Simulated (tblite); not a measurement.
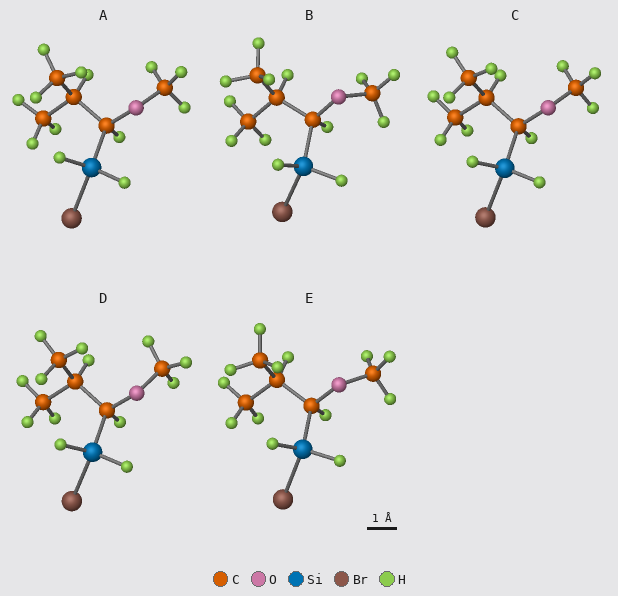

5 geometries from one relaxation of C$_{5}$H$_{13}$BrOSi, in shuffled order. A ball-and-stick model, seen face on.

All numbers below come from GFN2-xTB geometry optimisation, gas phase in tblite 0.8.0. 

Question: Order the frames from highest to lowest energy.

Answer: B, E, A, C, D. They are steps 0, 32, 47, 70, 139, at +87.6 kJ/mol, +14.3 kJ/mol, +12.0 kJ/mol, +1.67 kJ/mol relative to the last. The largest move after the best rigid fit is that of an H atom, 1.05 Å. By element the largest moves are H 1.05 Å, O 0.48 Å, Br 0.47 Å, C 0.30 Å, Si 0.27 Å. Near-neighbour distances that change, for instance: C–Si 1.835 → 1.906 Å, C–O 1.379 → 1.423 Å, Br–Si 2.263 → 2.224 Å, H–Si 1.490 → 1.453 Å. Bond angles that change, for instance: O–C–Si 113.1° → 100.1°, O–C–H 103.5° → 112.0°, C–O–C 108.3° → 115.7°. Groups turn about C–C by about 50°, C–O by about 45°. Over 139 geometry steps the energy falls by 87.6 kJ/mol.
